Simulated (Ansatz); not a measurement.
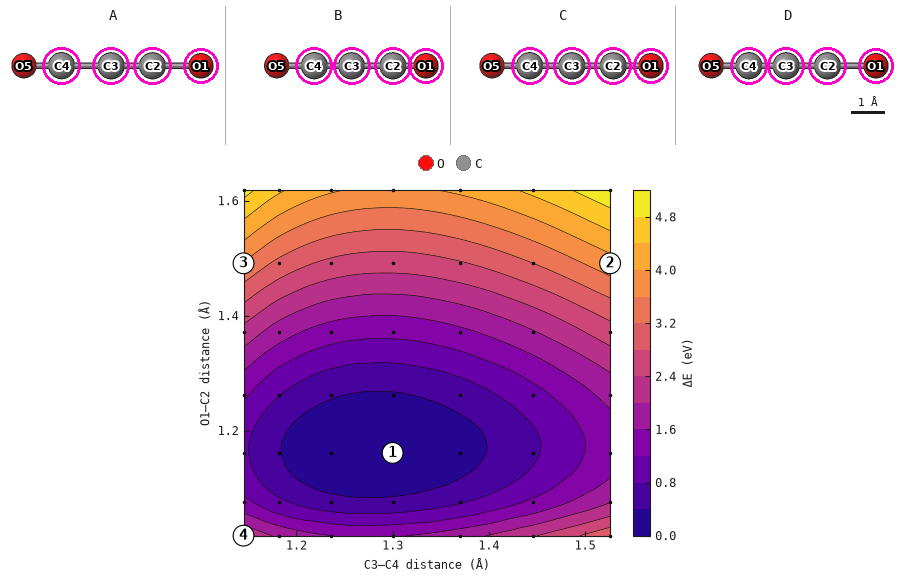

A scan of C$_{3}$O$_{2}$: the C3–C4 distance and the O1–C2 distance are varied on a grid, with the rest of the molecule carried along rigidly. The map is interpolated between the computed points (dots). The frames are shuffled; each belongs to one numbered point. Style: ball-and-stick. Shown at a tilt. The ringed atoms are those of the scanned coordinates.

Level of theory: CCSD(T) (def2-TZVPP, Ansatz), on geometries moved rigidly from the minimum at PBE0-D4/def2-TZVP. Coupled cluster with a frozen core. Energies are counted from the PBE0-D4/def2-TZVP minimum geometry at the same level.

**Which frame belongs to which numbered point?**

Point 1 is frame C, at (1.300, 1.161) and 0.01 eV; 2 is frame A, at (1.526, 1.491) and 3.83 eV; 3 is frame D, at (1.145, 1.491) and 3.57 eV; 4 is frame B, at (1.145, 1.017) and 2.35 eV. In pairs of (C3–C4 distance (Å); O1–C2 distance (Å)): the lowest computed point lies at (1.300, 1.161) (0.01 eV), the highest at (1.526, 1.618) (5.11 eV).  Over the ranges scanned the energy rises more along the second axis, the O1–C2 distance. At 2 of the 50 structures the mean-field solution behind CCSD(T) isn't stable (a lower one of broken symmetry exists), so those energies are less reliable. The T1 diagnostic reaches 0.046, so the single-reference result is less sure there.
